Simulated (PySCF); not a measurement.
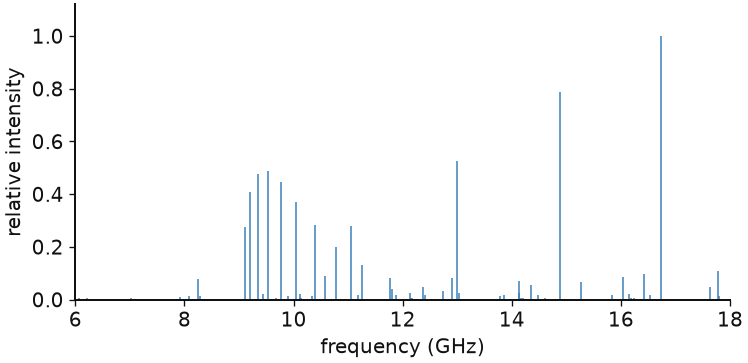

Simulated rotational absorption lines between 6 and 18 GHz at 1.5 K: rigid rotor with the equilibrium constants and dipole of one optimised conformer (PBE0-D3(BJ)/def2-SVP, PySCF 2.14.0), commonest isotopes; no centrifugal distortion, hyperfine structure, internal rotation or nuclear-spin weights; lines within 1 MHz of each other are summed.

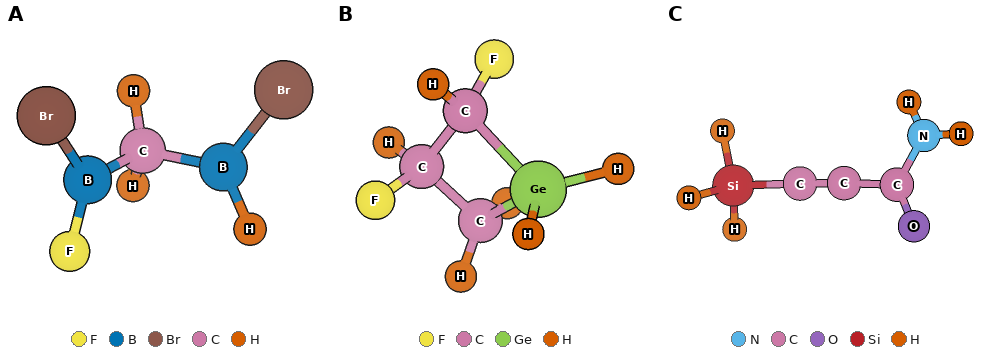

Question: Which molecule gives this spectrum? Choose among the lettered structures.

Answer: Structure C, C₃H₅NOSi, SMILES NC(=O)C#C[SiH3]. Rotational constants A, B, C = 10.09, 1.057, 0.9677 GHz, |μa|, |μb|, |μc| = 0.66, 3.69, 0.07 D.

Note: coarse grid, loose stop and no frequency check, small forces are noise and the end may be a saddle.
